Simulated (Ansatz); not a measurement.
F2HOSi (doublet)

Input file:

```
crystal:
  periodic: [false, false, false]
  atoms:
    - { symbol: O, position_ang: [-0.3275, 1.14298, 0.12154] }
    - { symbol: Si, position_ang: [-0.13715, -0.36778, 0.60417] }
    - { symbol: F, position_ang: [1.39321, -0.83099, 0.44847] }
    - { symbol: F, position_ang: [-0.84772, -1.38617, -0.41487] }
    - { symbol: H, position_ang: [-0.08083, 1.44196, -0.7593] }
magnetization:
  spin_polarized: true
  initial_magnetization: 1
basis:
  gaussian: { orbitals: cc-pVDZ }
hamiltonian:
  xc: pbe0
  dispersion: d4
relax:
  f_tol: 0.015
  max_steps: 40
output:
  orbitals: {}
```

Command:

```sh
ansatz run input.yaml --threads 1 --pin off --max-ram 2048MiB --backend cpu --events-out ev --progress --plain --runs-dir out
```

The fields are those of the relaxed geometry.

These are results of UKS PBE0-D4/cc-pVDZ in Ansatz, not measurements.

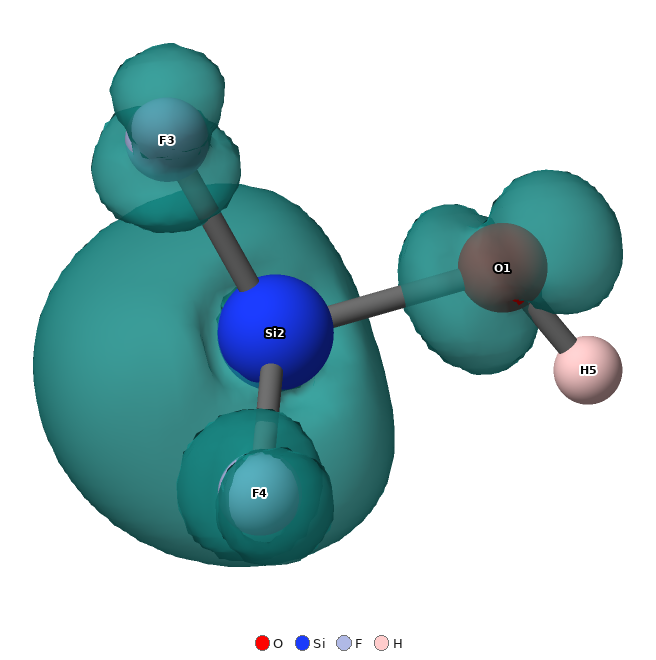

Figure 1. Isosurfaces of the spin density at +0.02 (teal) and −0.02 e/Å³ (pink), seen at a tilt.

Q: Describe the spin distribution.

A: The unpaired spin (1 electron) lies mostly on Si2 (about 0.7), O1 (about 0.1), F4 (about 0.1) and F3 (about 0.1), in electrons by Hirshfeld's partition.

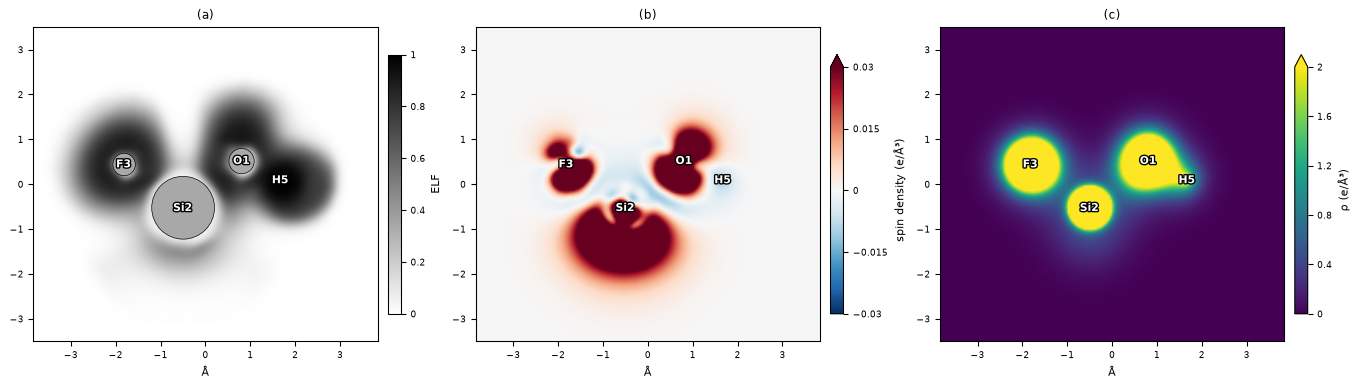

Figure 2. (a) ELF; (b) spin density; (c) total electron density on the plane of atoms Si2, O1 and H5. Grey discs cover the atomic cores in the ELF map.

Q: Describe what can be read from this map.

A:
- The section cuts through O, Si, F and H sites.
- Si–F (1.63 Å): the density is about 0.93 e/Å³ at the midpoint; the ELF peaks at about 0.85 in the valence shell of F, 0.6 Å from its nucleus, and is about 0.40 at the midpoint.
- Si–O (1.67 Å): ρ is about 1 e/Å³ halfway; the ELF peaks at about 0.85 between the atoms, as expected for a polar covalent bond.
- O–H (0.97 Å): ρ is about 3.6 e/Å³ halfway; the ELF climbs to about 1 towards the hydrogen, as it does in any bond to H: an ordinary covalent bond to hydrogen.
- The ELF also peaks beside F3 and O1, away from the bonds: non-bonding electrons, paired or unpaired.

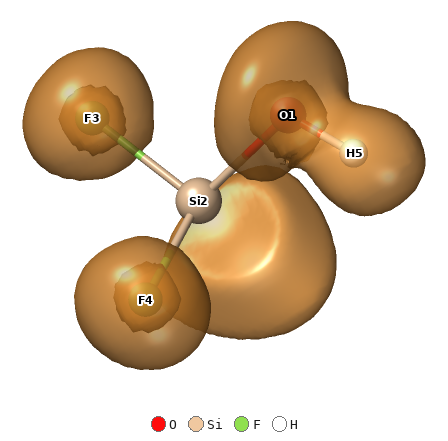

Figure 3. Isosurface of the ELF at 0.75 (orange), seen at a tilt. Core shells and regions of very low density are left out.

Q: Describe the localisation domains.

A: The ELF exceeds this value in one lobe on Si, pointing away from the bonds (non-bonding electrons), two regions wrapped around F (its lone pairs, merged into a ring or cap) and one joined region spread over several atoms (H, O), in which their bonds and any lone pairs are merged.

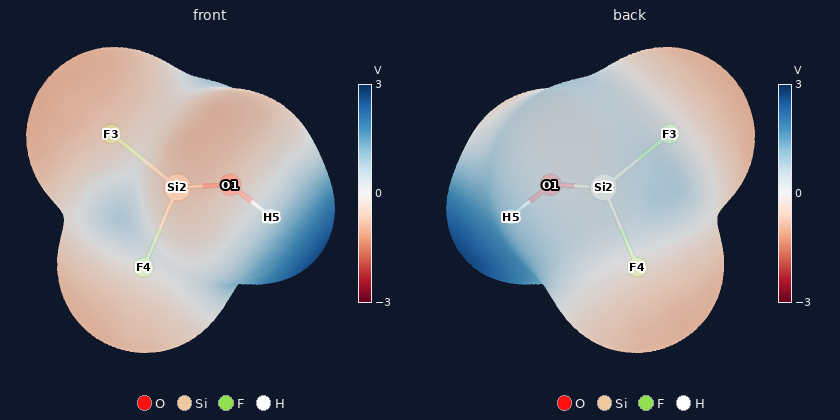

Figure 4. The electrostatic potential painted on the density surface at 0.001 e/bohr³, seen from the front and from behind; red is negative and blue positive.

Q: Which sites attract a positive test charge, and which a negative one?

A: A positive charge is drawn to the negative regions and a negative charge to the positive ones. The most negative region (about −0.9 V) lies over O1 and F3, the most positive (about +2.6 V) over H5.
